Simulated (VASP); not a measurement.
Band structure of W (space group Pm-3n). All values below come from r2SCAN meta-GGA, VASP's PBE PAW potentials (set 64) (plane waves; VASP).

Unless said otherwise, spin-orbit coupling is left out, though it shifts the bands of the heavy elements here.

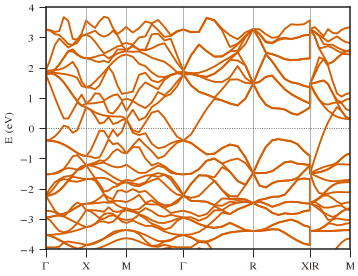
Figure. Bands along high-symmetry lines, zero at the valence-band maximum or, without a gap, the Fermi level

Problem. Read the plot: is there a gap, and where are the band edges?

Solution. It has no gap at this level: it comes out as a metal or semimetal.

The structure comes from a computed database's W entry (Pm-3n); how it stands against other phases isn't given here. It was relaxed first.
